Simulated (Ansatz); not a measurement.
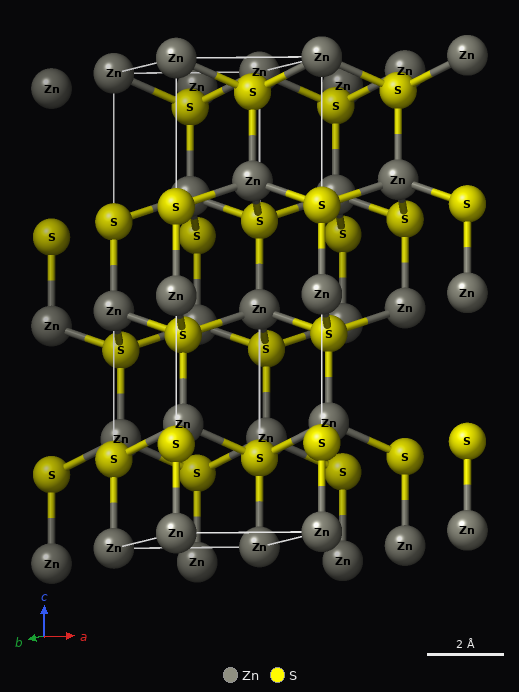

This is solid ZnS (set up in P6_3mc). The picture is a ball-and-stick view of the cell of the calculation, repeated 2 × 2 × 1 with one cell outlined, seen from a free direction.

Method: DFT PBE, scalar-relativistic, plane waves, PAW in Ansatz 0.2.0. (plane-wave cutoff 420 eV; k-point mesh 12 × 12 × 4; occupations gaussian; smearing width 0.02 eV; no spin polarisation)

Change: The volume is changed by −6.0 %. The cell's shape and the atoms are relaxed at that volume.

Input
```yaml
crystal:
  lattice:
    - [3.7681968125, 0.0, 0.0]
    - [-1.8840984062, 3.2633541661, 0.0]
    - [0.0, 0.0, 12.3332094187]
  atoms:
    - { symbol: Zn, position: [0.0, 0.0, 5.03385e-05] }
    - { symbol: Zn, position: [0.0, 0.0, 0.5000503385] }
    - { symbol: Zn, position: [0.3333333333, 0.6666666667, 0.2500245045] }
    - { symbol: Zn, position: [0.6666666667, 0.3333333333, 0.7500245045] }
    - { symbol: S, position: [0.0, 0.0, 0.1872897063] }
    - { symbol: S, position: [0.0, 0.0, 0.6872897063] }
    - { symbol: S, position: [0.3333333333, 0.6666666667, 0.4376354507] }
    - { symbol: S, position: [0.6666666667, 0.3333333333, 0.9376354507] }
basis:
  ecutwfc: 420
kpoints:
  mp_grid: { grid: [12, 12, 4] }
hamiltonian:
  xc: pbe
scf:
  occupations: { method: gaussian, width: 0.02 }
output:
  forces: true
  stress: true
  eigenvalues: true
relax:
  adjacent_minimum: "off"
  f_tol: 0.01
  max_steps: 30
  cell: { stress_tol: 0.1, fix: [volume] }
```

Launched with:
```bash
ansatz run input.yaml --threads 2 --pin off --max-ram 5120MiB --backend cpu --events-out ev --progress --plain --runs-dir out
```

Question: What does the calculation give for the changed structure?

Answer: The drawn cell changes as follows: a = b 3.847 → 3.767 Å (−2.1 %), c 12.590 → 12.340 Å (−2.0 %); the volume changes by −6.0 %. No atom moves by more than 0.005 Å relative to the cell. Near-neighbour distances before and after: S–Zn 2.357 → 2.308 to 2.314 Å. The space group stays P6_3mc (No. 186). It costs 17.7 meV per atom. The pressure goes from 0.0 to 4.9 GPa.

The changed structure in the same view:

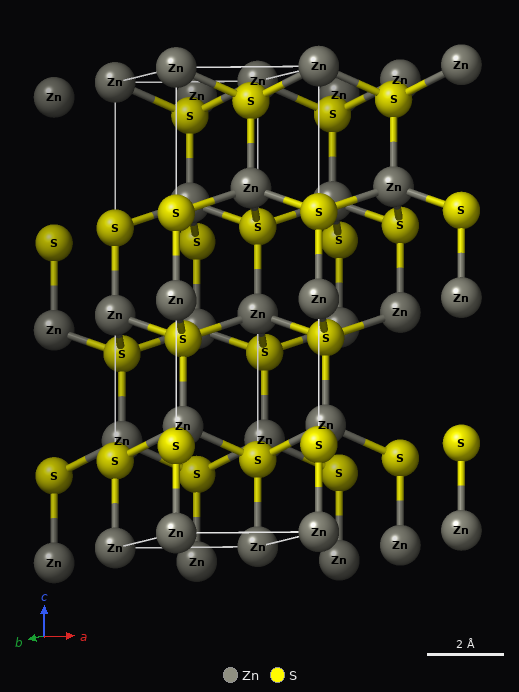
